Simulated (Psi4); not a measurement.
## Run report: SbH$_{3}$, single-point calculation (part 2 of 2)

SbH$_{3}$, SMILES [SbH3]; BCCD/def2-SVPD, RHF, core potentials def2 (Psi4 1.11). A bond length was changed on purpose from its optimised value.

Output, continued
```
    Input parameters:
    -----------------
    Wave function   =     BCCD
    Reference wfn   =     RHF
    Brueckner       =     Yes
    Brueckner conv. =     5.0e-05
    Memory (Mbytes) =     1600.0
    Maxiter         =     50
    R_Convergence   =     1.0e-07
    E_Convergence   =     1.0e-06
    Restart         =     Yes
    DIIS            =     Yes
    AO Basis        =     NONE
    ABCD            =     NEW
    Cache Level     =     2
    Cache Type      =     LOW
    Print Level     =     1
    Num. of threads =     1
    # Amps to Print =     10
    Print MP2 Amps? =     No
    Analyze T2 Amps =     No
    Print Pair Ener =     No
    Local CC        =     No
    SCS-MP2         =     False
    SCSN-MP2        =     False
    SCS-CCSD        =     False

    Using old T1 amplitudes.
    Using old T2 amplitudes.

MP2 correlation energy -0.1482102480439952
                Solving CC Amplitude Equations
                ------------------------------
  Iter             Energy              RMS        T1Diag      D1Diag    New D1Diag    D2Diag
  ----     ---------------------    ---------   ----------  ----------  ----------   --------
     0        -0.030990493140091    0.000e+00    0.010771    0.027737    0.027737    0.180540
     1        -0.152561281732249    3.174e-01    0.008418    0.028973    0.028973    0.155479
     2        -0.168153866123169    7.323e-02    0.003627    0.013769    0.013769    0.167255
     3        -0.172338450309135    2.143e-02    0.001940    0.007563    0.007563    0.174925
     4        -0.172842024752959    7.480e-03    0.000818    0.003226    0.003226    0.178553
     5        -0.172929983252791    2.400e-03    0.000420    0.001382    0.001382    0.179882
     6        -0.172946363984834    7.110e-04    0.000360    0.001013    0.001013    0.180206
     7        -0.172935484043993    2.157e-04    0.000359    0.001037    0.001037    0.180264
     8        -0.172938155948403    7.163e-05    0.000361    0.001066    0.001066    0.180287
     9        -0.172938215826001    2.302e-05    0.000362    0.001078    0.001078    0.180291
    10        -0.172938084996650    6.437e-06    0.000363    0.001081    0.001081    0.180292
    11        -0.172938140970672    1.951e-06    0.000363    0.001081    0.001081    0.180292
    12        -0.172938140752125    6.184e-07    0.000363    0.001081    0.001081    0.180292
    13        -0.172938142407035    1.946e-07    0.000363    0.001081    0.001081    0.180292
    14        -0.172938141614815    6.080e-08    0.000363    0.001081    0.001081    0.180292

    Iterations converged.

    Largest TIA Amplitudes:
              8   6        -0.0004645421
              8   4         0.0004527244
              8  16        -0.0004223562
              7   9        -0.0003845606
              7  25        -0.0003822530
              7  28        -0.0003707762
              6  29        -0.0003091720
              8   0         0.0003024718
              6   5         0.0002870959
              6  13        -0.0002691032

    Largest TIjAb Amplitudes:
      8   8   2   2        -0.0465959374
      6   6   2   2        -0.0429722094
      8   8   1   1        -0.0393998237
      7   7   0   0        -0.0323107153
      7   7   1   1        -0.0309187036
      8   8   0   0        -0.0278253561
      7   7   9   9        -0.0265011223
      7   7   0   9         0.0253349030
      7   7   9   0         0.0253349030
      6   6   2  11        -0.0252427752

    SCF energy       (wfn)                    = -241.133089937255733
    Reference energy (file100)                = -240.959915316361105

    Opposite-spin MP2 correlation energy      =   -0.117944841667922
    Same-spin MP2 correlation energy          =   -0.028554185503757
    Singles MP2 correlation energy            =   -0.001711220872317
    MP2 correlation energy                    =   -0.148210248043995
      * MP2 total energy                      = -241.108125564405100

    Opposite-spin CCSD correlation energy     =   -0.144534681179924
    Same-spin CCSD correlation energy         =   -0.028435838583897
    Singles CCSD correlation energy           =    0.000000000000000
    CCSD correlation energy                   =   -0.172938141614815
      * CCSD total energy                     = -241.132853457975926

    Rotating orbitals.  Maximum T1 =  0.000464542128
Brueckner convergence check: False

	Wfn Parameters:
	--------------------
	Wavefunction         = BCCD
	Number of irreps     = 1
	Number of MOs        = 56
	Number of active MOs = 52
	AO-Basis             = NONE
	Semicanonical        = false
	Reference            = RHF
	Print Level          = 1

	IRREP	# MOs	# FZDC	# DOCC	# SOCC	# VIRT	# FZVR
	-----	-----	------	------	------	------	------
	 A	   56	    4	    9	    0	    43	    0
	Transforming integrals...
	IWL integrals will be retained.
	(OO|OO)...
	Presorting SO-basis two-electron integrals.
	Sorting File: SO Ints (nn|nn) nbuckets = 1
	Constructing frozen core operators
	Starting first half-transformation.
	Sorting half-transformed integrals.
	First half integral transformation complete.
	Starting second half-transformation.
	Two-electron integral transformation complete.
	(OO|OV)...
	Starting second half-transformation.
	Two-electron integral transformation complete.
	(OO|VV)...
	Starting second half-transformation.
	Two-electron integral transformation complete.
	(OV|OO)...
	Starting first half-transformation.
	Sorting half-transformed integrals.
	First half integral transformation complete.
	Starting second half-transformation.
	Two-electron integral transformation complete.
	(OV|OV)...
	Starting second half-transformation.
	Two-electron integral transformation complete.
	(OV|VV)...
	Starting second half-transformation.
	Two-electron integral transformation complete.
	(VV|OO)...
	Starting first half-transformation.
	Sorting half-transformed integrals.
	First half integral transformation complete.
	Starting second half-transformation.
	Two-electron integral transformation complete.
	(VV|OV)...
	Starting second half-transformation.
	Two-electron integral transformation complete.
	(VV|VV)...
	Starting second half-transformation.
	Two-electron integral transformation complete.
	Frozen core energy     =   -164.81853278918513

	Size of irrep 0 of <ab|cd> integrals:      3.419 (MW) /     27.350 (MB)
	Total:                                     3.419 (MW) /     27.350 (MB)

	Size of irrep 0 of <ia|bc> integrals:      0.716 (MW) /      5.725 (MB)
	Total:                                     0.716 (MW) /      5.725 (MB)

	Size of irrep 0 of tijab amplitudes:       0.150 (MW) /      1.198 (MB)
	Total:                                     0.150 (MW) /      1.198 (MB)

	Nuclear Rep. energy          =     21.36519214902154
	SCF energy                   =   -241.13308993725573
	One-electron energy          =   -174.70718676475246
	Two-electron energy          =     77.20068107151299
	Reference energy             =   -240.95984633340305

	total time  =          1 seconds =       0.02 minutes
            **************************
            *                        *
            *        CCENERGY        *
            *                        *
            **************************

    Nuclear Rep. energy (wfn)     =   21.365192149021542
    SCF energy          (wfn)     = -241.132853457975926
    Reference energy    (file100) = -240.959846333403050

    Input parameters:
    -----------------
    Wave function   =     BCCD
    Reference wfn   =     RHF
    Brueckner       =     Yes
    Brueckner conv. =     5.0e-05
    Memory (Mbytes) =     1600.0
    Maxiter         =     50
    R_Convergence   =     1.0e-07
    E_Convergence   =     1.0e-06
    Restart         =     Yes
    DIIS            =     Yes
    AO Basis        =     NONE
    ABCD            =     NEW
    Cache Level     =     2
    Cache Type      =     LOW
    Print Level     =     1
    Num. of threads =     1
    # Amps to Print =     10
    Print MP2 Amps? =     No
    Analyze T2 Amps =     No
    Print Pair Ener =     No
    Local CC        =     No
    SCS-MP2         =     False
    SCSN-MP2        =     False
    SCS-CCSD        =     False

    Using old T1 amplitudes.
    Using old T2 amplitudes.

MP2 correlation energy -0.1483240579801557
                Solving CC Amplitude Equations
                ------------------------------
  Iter             Energy              RMS        T1Diag      D1Diag    New D1Diag    D2Diag
  ----     ---------------------    ---------   ----------  ----------  ----------   --------
     0        -0.172939605081168    0.000e+00    0.000363    0.001081    0.001081    0.180292
     1        -0.173028670552463    5.359e-03    0.000130    0.000395    0.000395    0.180360
     2        -0.173010137385020    1.110e-03    0.000062    0.000196    0.000196    0.180308
     3        -0.173009770209813    2.208e-04    0.000055    0.000176    0.000176    0.180304
     4        -0.173007735732836    6.878e-05    0.000051    0.000169    0.000169    0.180297
     5        -0.173007485707943    2.262e-05    0.000051    0.000173    0.000173    0.180294
     6        -0.173007410068259    6.575e-06    0.000050    0.000174    0.000174    0.180293
     7        -0.173007392093662    2.435e-06    0.000050    0.000174    0.000174    0.180292
     8        -0.173007384357285    7.445e-07    0.000050    0.000174    0.000174    0.180292
     9        -0.173007380305564    2.083e-07    0.000050    0.000174    0.000174    0.180292
    10        -0.173007380653891    5.188e-08    0.000050    0.000174    0.000174    0.180292

    Iterations converged.

    Largest TIA Amplitudes:
              7   1         0.0000977739
              7   0        -0.0000876747
              7   9         0.0000605436
              6   2         0.0000576307
              8   0        -0.0000553115
              8   6         0.0000465188
              8   4        -0.0000454487
              8   1         0.0000393027
              6   5        -0.0000343094
              6  11         0.0000301158

    Largest TIjAb Amplitudes:
      8   8   2   2        -0.0465783043
      6   6   2   2        -0.0429909030
      8   8   1   1        -0.0393157034
      7   7   0   0        -0.0323760211
      7   7   1   1        -0.0307783582
      8   8   0   0        -0.0279797797
      7   7   9   9        -0.0264659911
      7   7   0   9         0.0253690322
      7   7   9   0         0.0253690322
      6   6   2  11        -0.0252571185

    SCF energy       (wfn)                    = -241.132853457975926
    Reference energy (file100)                = -240.959846333403050

    Opposite-spin MP2 correlation energy      =   -0.118003798341565
    Same-spin MP2 correlation energy          =   -0.028560609653964
    Singles MP2 correlation energy            =   -0.001759649984626
    MP2 correlation energy                    =   -0.148324057980156
      * MP2 total energy                      = -241.108170391383197

    Opposite-spin CCSD correlation energy     =   -0.144568467252014
    Same-spin CCSD correlation energy         =   -0.028439477468039
    Singles CCSD correlation energy           =    0.000000000000000
    CCSD correlation energy                   =   -0.173007380653891
      * CCSD total energy                     = -241.132853714056949

    Rotating orbitals.  Maximum T1 =  0.000097773912
Brueckner convergence check: False

	Wfn Parameters:
	--------------------
	Wavefunction         = BCCD
	Number of irreps     = 1
	Number of MOs        = 56
	Number of active MOs = 52
	AO-Basis             = NONE
	Semicanonical        = false
	Reference            = RHF
	Print Level          = 1

	IRREP	# MOs	# FZDC	# DOCC	# SOCC	# VIRT	# FZVR
	-----	-----	------	------	------	------	------
	 A	   56	    4	    9	    0	    43	    0
	Transforming integrals...
	IWL integrals will be retained.
	(OO|OO)...
	Presorting SO-basis two-electron integrals.
	Sorting File: SO Ints (nn|nn) nbuckets = 1
	Constructing frozen core operators
	Starting first half-transformation.
	Sorting half-transformed integrals.
	First half integral transformation complete.
	Starting second half-transformation.
	Two-electron integral transformation complete.
	(OO|OV)...
	Starting second half-transformation.
	Two-electron integral transformation complete.
	(OO|VV)...
	Starting second half-transformation.
	Two-electron integral transformation complete.
	(OV|OO)...
	Starting first half-transformation.
	Sorting half-transformed integrals.
	First half integral transformation complete.
	Starting second half-transformation.
	Two-electron integral transformation complete.
	(OV|OV)...
	Starting second half-transformation.
	Two-electron integral transformation complete.
	(OV|VV)...
	Starting second half-transformation.
	Two-electron integral transformation complete.
	(VV|OO)...
	Starting first half-transformation.
	Sorting half-transformed integrals.
	First half integral transformation complete.
	Starting second half-transformation.
	Two-electron integral transformation complete.
	(VV|OV)...
	Starting second half-transformation.
	Two-electron integral transformation complete.
	(VV|VV)...
	Starting second half-transformation.
	Two-electron integral transformation complete.
	Frozen core energy     =   -164.81853278918513

	Size of irrep 0 of <ab|cd> integrals:      3.419 (MW) /     27.350 (MB)
	Total:                                     3.419 (MW) /     27.350 (MB)

	Size of irrep 0 of <ia|bc> integrals:      0.716 (MW) /      5.725 (MB)
	Total:                                     0.716 (MW) /      5.725 (MB)

	Size of irrep 0 of tijab amplitudes:       0.150 (MW) /      1.198 (MB)
	Total:                                     0.150 (MW) /      1.198 (MB)

	Nuclear Rep. energy          =     21.36519214902154
	SCF energy                   =   -241.13285345797593
	One-electron energy          =   -174.70845977477981
	Two-electron energy          =     77.20195527842836
	Reference energy             =   -240.95984513651504

	total time  =          0 seconds =       0.00 minutes
            **************************
            *                        *
            *        CCENERGY        *
            *                        *
            **************************

    Nuclear Rep. energy (wfn)     =   21.365192149021542
    SCF energy          (wfn)     = -241.132853714056949
    Reference energy    (file100) = -240.959845136515042

    Input parameters:
    -----------------
    Wave function   =     BCCD
    Reference wfn   =     RHF
    Brueckner       =     Yes
    Brueckner conv. =     5.0e-05
    Memory (Mbytes) =     1600.0
    Maxiter         =     50
    R_Convergence   =     1.0e-07
    E_Convergence   =     1.0e-06
    Restart         =     Yes
    DIIS            =     Yes
    AO Basis        =     NONE
    ABCD            =     NEW
    Cache Level     =     2
    Cache Type      =     LOW
    Print Level     =     1
    Num. of threads =     1
    # Amps to Print =     10
    Print MP2 Amps? =     No
    Analyze T2 Amps =     No
    Print Pair Ener =     No
    Local CC        =     No
    SCS-MP2         =     False
    SCSN-MP2        =     False
    SCS-CCSD        =     False

    Using old T1 amplitudes.
    Using old T2 amplitudes.

MP2 correlation energy -0.1483257135554723
                Solving CC Amplitude Equations
                ------------------------------
  Iter             Energy              RMS        T1Diag      D1Diag    New D1Diag    D2Diag
  ----     ---------------------    ---------   ----------  ----------  ----------   --------
     0        -0.173006665542185    0.000e+00    0.000050    0.000174    0.000174    0.180292
     1        -0.173007711412633    7.123e-04    0.000016    0.000052    0.000052    0.180294
     2        -0.173008021253955    1.446e-04    0.000008    0.000027    0.000027    0.180293
     3        -0.173008343685950    3.234e-05    0.000010    0.000029    0.000029    0.180293
     4        -0.173008290472760    9.363e-06    0.000010    0.000031    0.000031    0.180292
     5        -0.173008242666452    3.114e-06    0.000010    0.000033    0.000033    0.180291
     6        -0.173008209624713    8.977e-07    0.000010    0.000034    0.000034    0.180291
     7        -0.173008202824536    2.810e-07    0.000010    0.000034    0.000034    0.180291
     8        -0.173008201952672    8.623e-08    0.000010    0.000034    0.000034    0.180291

    Iterations converged.

    Largest TIA Amplitudes:
              7   1        -0.0000175235
              7   0         0.0000159528
              7   9        -0.0000120204
              8   0         0.0000115983
              8   6        -0.0000104784
              8   4         0.0000104660
              6   2        -0.0000087893
              8   1        -0.0000087206
              6   5         0.0000077342
              8  15         0.0000065703

    Largest TIjAb Amplitudes:
      8   8   2   2        -0.0465811130
      6   6   2   2        -0.0429885641
      8   8   1   1        -0.0393256522
      7   7   0   0        -0.0323717115
      7   7   1   1        -0.0307992509
      8   8   0   0        -0.0279578674
      7   7   9   9        -0.0264708045
      7   7   0   9         0.0253652263
      7   7   9   0         0.0253652263
      6   6   2  11        -0.0252543784

    SCF energy       (wfn)                    = -241.132853714056949
    Reference energy (file100)                = -240.959845136515042

    Opposite-spin MP2 correlation energy      =   -0.118003474553177
    Same-spin MP2 correlation energy          =   -0.028563418349093
    Singles MP2 correlation energy            =   -0.001758820653202
    MP2 correlation energy                    =   -0.148325713555472
      * MP2 total energy                      = -241.108170850070508

    Opposite-spin CCSD correlation energy     =   -0.144567934941197
    Same-spin CCSD correlation energy         =   -0.028440526979755
    Singles CCSD correlation energy           =    0.000000000000000
    CCSD correlation energy                   =   -0.173008201952672
      * CCSD total energy                     = -241.132853338467726

    Brueckner orbitals converged.  Maximum T1 =  0.000017523454
Brueckner convergence check: True

    Psi4 run time: 0:00:14.73
```

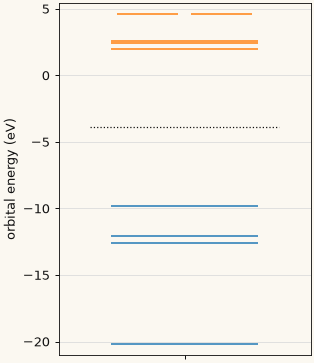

Figure 1. Orbital energies near the frontier (SCF reference); the dotted line parts filled from empty levels, and levels within 0.02 eV of each other stand side by side. Highest filled −9.78 eV, lowest empty 1.98 eV, 11.76 eV apart.

This output came from the following input.

Input file (job.dat)
```
memory 1.6 GB

molecule mol {
  0 1
  Sb     0.417538    -0.348002    -0.626348
  H      0.843900     0.072200     1.153900
  H     -1.077862    -1.022602    -0.152948
  H     -0.299762     1.183698    -0.860148
}

set {
  num_frozen_docc 4
  scf_type        pk
}

energy("bccd/def2-SVPD")
```

Run as:
```bash
psi4 job.dat job.out -n 1
```

Key numbers

```csv
quantity,value
outcome,converged
total energy,−241.132853 hartree
SCF energy,−240.962304 hartree
MP2 energy,−241.104326 hartree
CCSD energy,−241.133090 hartree
correlation energy,−0.170549 hartree
basis functions,56
T1 diagnostic,0.000
HOMO of the SCF reference,−9.78 eV
LUMO of the SCF reference,1.98 eV
hardware,"1 thread of Intel Xeon (Sapphire Rapids), 16 GiB of memory available, shared host"
wall time,16 s (CPU time 9.5 s; the host was busy)
peak memory,0.26 GiB
```
